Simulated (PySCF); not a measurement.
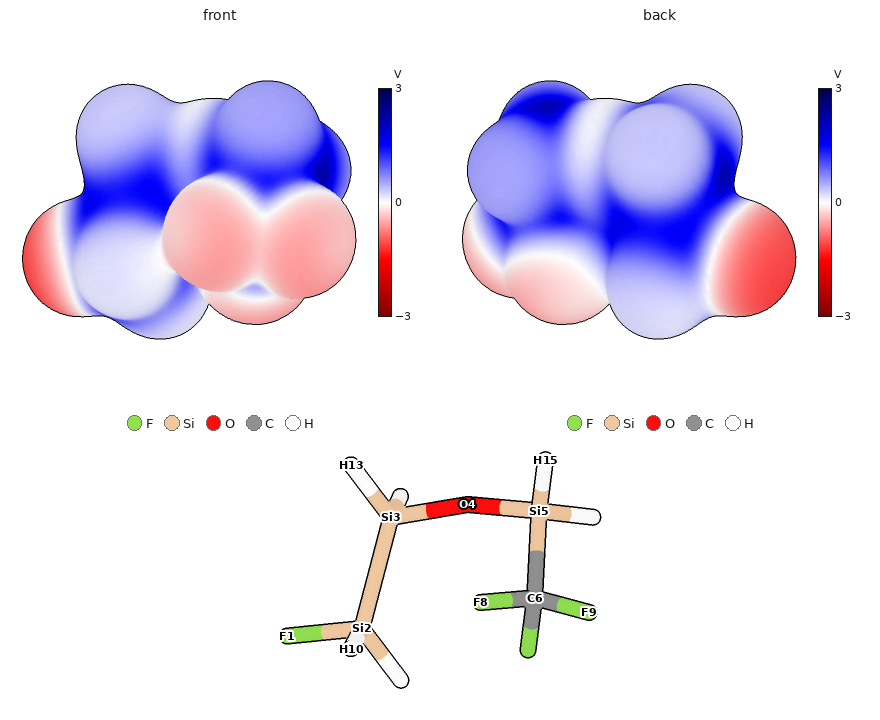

CH6F4OSi3. The electrostatic potential painted on the density surface at 0.002 e/bohr³, seen from the front and from behind; red is negative and blue positive. The bare structure is drawn below in the same view.

Geometry: GFN2-xTB.

All numbers below come from PySCF 2.14.0, PBE0/pcSseg-1, SCF density, gas phase, non-relativistic.

```yaml
atoms:
  - { symbol: F, position_ang: [-3.5650, -0.8429, -1.1203] }
  - { symbol: Si, position_ang: [-1.9519, -0.6964, -1.0713] }
  - { symbol: Si, position_ang: [-1.5622, 0.6720, 0.7408] }
  - { symbol: O, position_ang: [0.0763, 0.8983, 0.8714] }
  - { symbol: Si, position_ang: [1.6581, 0.8585, 0.6963] }
  - { symbol: C, position_ang: [1.9565, -0.5531, -0.6114] }
  - { symbol: F, position_ang: [1.3986, -0.2609, -1.8099] }
  - { symbol: F, position_ang: [1.4003, -1.7274, -0.2361] }
  - { symbol: F, position_ang: [3.2513, -0.8206, -0.8629] }
  - { symbol: H, position_ang: [-1.5031, -2.0831, -0.9775] }
  - { symbol: H, position_ang: [-1.6357, -0.1521, -2.3906] }
  - { symbol: H, position_ang: [-2.0410, 2.0594, 0.6668] }
  - { symbol: H, position_ang: [-1.9068, 0.1512, 2.0701] }
  - { symbol: H, position_ang: [2.1282, 2.0849, 0.0727] }
  - { symbol: H, position_ang: [2.2919, 0.4202, 1.9288] }
```

Describe the electrostatic potential map.

The most negative region (about −1.1 V) lies over F1, the most positive (about +2.0 V) over Si3 and Si5.
